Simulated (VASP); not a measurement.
Band structure of MgBr₂ (space group P-3m1). All values below come from LDA (Ceperley-Alder, Perdew-Zunger), VASP's LDA PAW potentials (set 64) (plane waves; VASP).

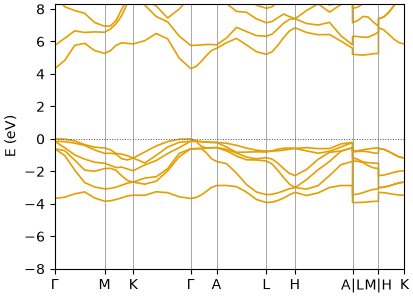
*Bands along high-symmetry lines, zero at the valence-band maximum or, without a gap, the Fermi level*

Task: Read the plot: is there a gap, and where are the band edges?

Result: The gap is direct, 4.33 eV, from the valence maximum at Γ to the conduction minimum at Γ.

The structure comes from a computed database's MgBr2 entry (P-3m1); how it stands against other phases isn't given here. The cell was not relaxed at this level.
